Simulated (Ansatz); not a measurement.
Input file:

```
crystal:
  periodic: [false, false, false]
  atoms:
    - { symbol: "N", position_ang: [0.065, -1.4163, 1.5791] }
    - { symbol: C, position_ang: [0.2204, -0.7182, 0.3026] }
    - { symbol: F, position_ang: [-0.5055, -1.4368, -0.6187] }
    - { symbol: O, position_ang: [-0.2617, 0.5793, 0.3552] }
    - { symbol: Si, position_ang: [-0.0475, 1.5618, -0.9481] }
    - { symbol: H, position_ang: [-0.9597, -1.1821, 1.7935] }
    - { symbol: H, position_ang: [0.102, -2.3666, 1.3848] }
    - { symbol: H, position_ang: [1.3274, -0.7042, 0.0327] }
    - { symbol: H, position_ang: [-0.7645, 1.0914, -2.0857] }
    - { symbol: H, position_ang: [-0.5071, 2.9425, -0.5847] }
    - { symbol: H, position_ang: [1.3966, 1.5922, -1.1901] }
basis:
  gaussian: { orbitals: "6-31G*" }
hamiltonian:
  xc: cam_b3lyp
  dispersion: d4
relax:
  f_tol: 0.015
  max_steps: 40
output:
  orbitals: {}
```

Launched as:

```sh
ansatz run input.yaml --threads 2 --pin off --max-ram 3072MiB --backend cpu --events-out ev --progress --plain --runs-dir out
```

The fields are those of the run's last geometry, not of the input's.

Method: RKS CAM-B3LYP-D4/6-31G* in Ansatz 0.2.0.

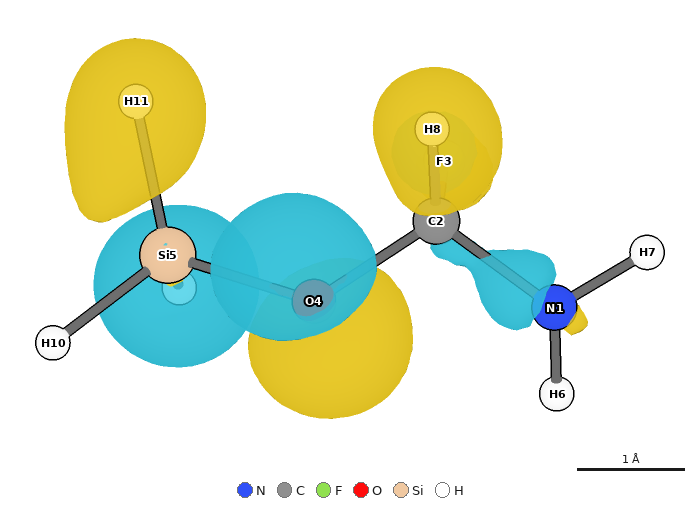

CH6FNOSi (SMILES NC(F)O[SiH3]). The HOMO−1 at ±0.15 Å⁻³ᐟ² (yellow and cyan are the two phases), seen at a tilt.

Describe this orbital and give its energy.

Answer. Its weight (Hirshfeld) is mainly on O4 (about 45 %), Si5 (about 15 %), H9 (about 10 %), H11 (about 10 %), C2 (about 5 %) and H8 (about 5 %). Its energy is −9.88 eV.
